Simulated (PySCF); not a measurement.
C2H5AlF2, SMILES [CH2](C)[Al]([F])[F], singlet at its PBE0/def2-SVP optimised geometry (Å):

```
10

Al     0.0450     1.1625     0.0000
F      1.7046     1.1625     0.0000
F     -0.6731     2.6584     0.0000
C     -0.9950    -0.4728     0.0020
C     -0.2035    -1.7794    -0.0542
H     -1.7046    -0.4038    -0.8430
H     -1.6384    -0.4408     0.9008
H      0.4818    -1.8821     0.8014
H      0.4136    -1.8475    -0.9637
H     -0.8681    -2.6584    -0.0461
```

Computed with PBE0/def2-TZVP (PySCF 2.14.0).

Map of the electrostatic potential (hartree/e), clipped to [-0.08, 0.12] on the plane z = 1.2 Å:

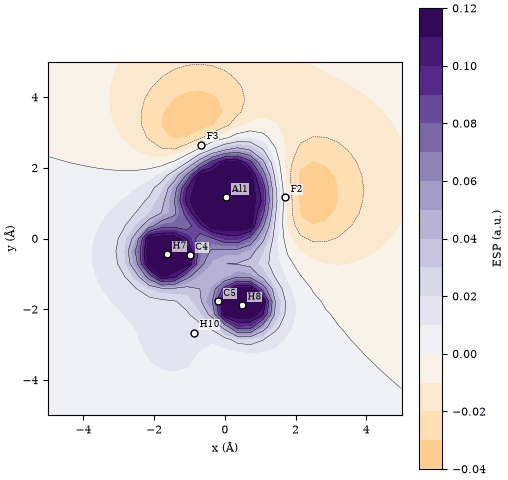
Electrostatic potential (hartree/e), clipped to [-0.08, 0.12] on the plane z = 1.2 Å.
